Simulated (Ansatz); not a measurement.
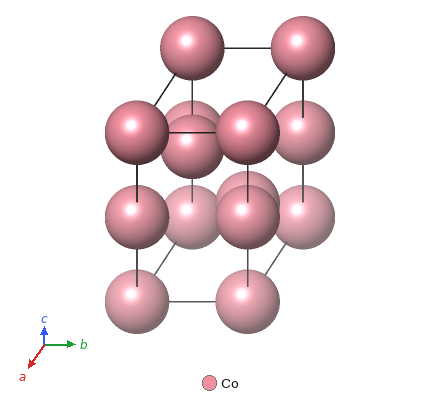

The structure, seen along [211]; the drawing may span several cells.

Structure (in its standard cell), the input geometry of an electronic-structure calculation (not necessarily at equilibrium); the starting structure was generated, so it need not be a known form of this composition:

```
Co
1.0
     2.49518    0.00000    0.00000
    -1.24759    2.16089    0.00000
     0.00000    0.00000    8.08173
Co
4
Cartesian
  0.0000 0.0000 0.0000
  0.0000 0.0000 4.0409
  0.0000 1.4406 2.0204
  1.2476 0.7203 6.0613
```

Q: What does the kinematic electron diffraction pattern along [211] look like at 200 kV (B = 0.5 Å²)?

A: The spots form a centred rectangular net with both shortest vectors at d = 2.09 Å, 66.4° apart. They are 0 1 -1 and -1 1 1. The pattern has symmetry 2mm. A glide plane extinguishes reflections such as 2 -1 -3, 1 1 -3; reflections such as 3 -3 -3 are allowed by the space group but vanish because the atoms sit on special positions.

Strongest reflections with d > 0.80 Å, one of each family (|F|² from tabulated Gaussian fits of the electron scattering factors, times a small damping for the curvature of the Ewald sphere):

```csv
hkl,d (Å),I (strongest = 100)
1 0 -2,1.906,100
1 -2 0,1.248,70
1 -1 -1,2.088,40
2 -2 -2,1.044,24
2 -3 -1,0.813,3
2 0 -4,0.953,2
```

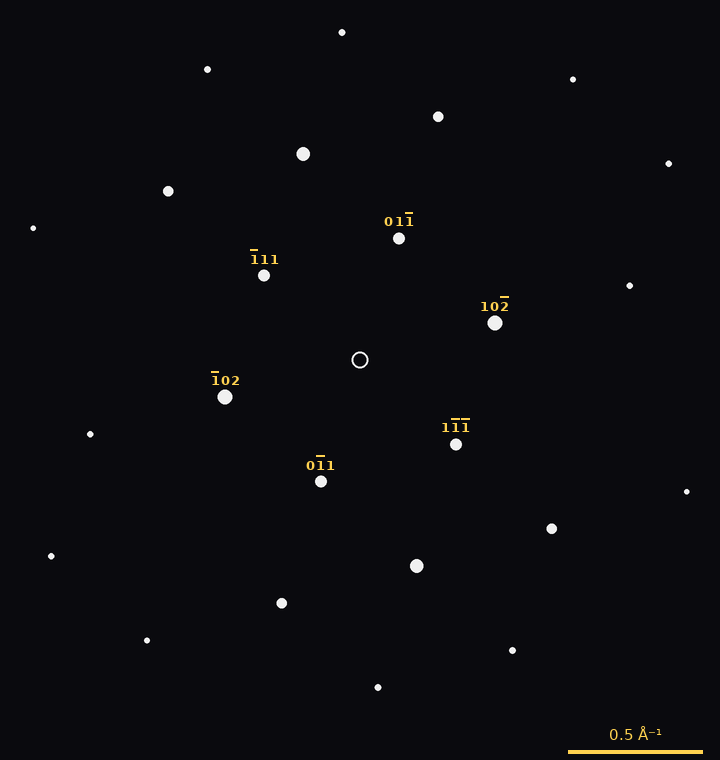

Calculated pattern, seen from the source side with [211] pointing towards the source.
